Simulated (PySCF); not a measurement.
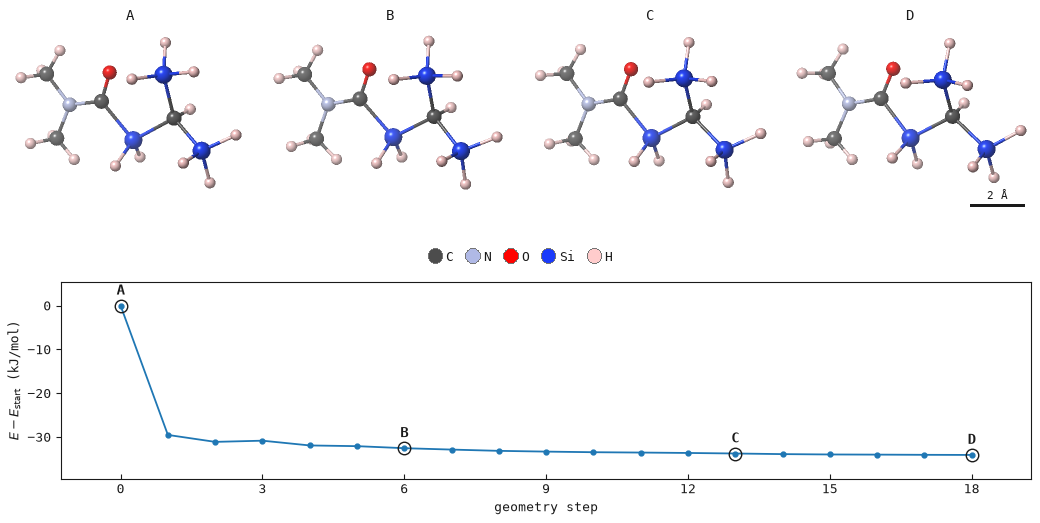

Frames of a relaxation of C4H15NOSi3, marked on the history of the run. The picture is a ball-and-stick view, seen at a tilt.

The start comes from GFN2-xTB. Its atoms were then displaced at random by about 0.01 Å.

Computed with PBE0-D3(BJ)/def2-SVP geometry optimisation, gas phase (PySCF). 

> Describe the path.

The energy falls by 34.1 kJ/mol in 18 geometry steps. An H atom moves most after the best rigid fit: 0.81 Å. By element the largest moves are H 0.81 Å, O 0.45 Å, Si 0.39 Å, C 0.31 Å, N 0.10 Å. Among the contacts that change: O–Si 2.517 → 2.937 Å, H–Si 1.426 → 1.495 Å, C–H 1.050 → 1.098 Å, C–Si 1.896 → 1.937 Å. Bond angles that change, for instance: H–Si–H 117.8° → 111.4°, C–Si–H 102.8° → 107.5°, C–Si–H 106.7° → 110.1°. Groups turn about C–Si by about 25°, C–Si by about 25°. From step 0 to 6: H atoms move most (0.28 Å), energy −32.5 kJ/mol. From step 6 to 13: an H atom moves most (0.38 Å), energy −1.21 kJ/mol. From step 13 to 18: an H atom moves most (0.39 Å), energy −0.33 kJ/mol.
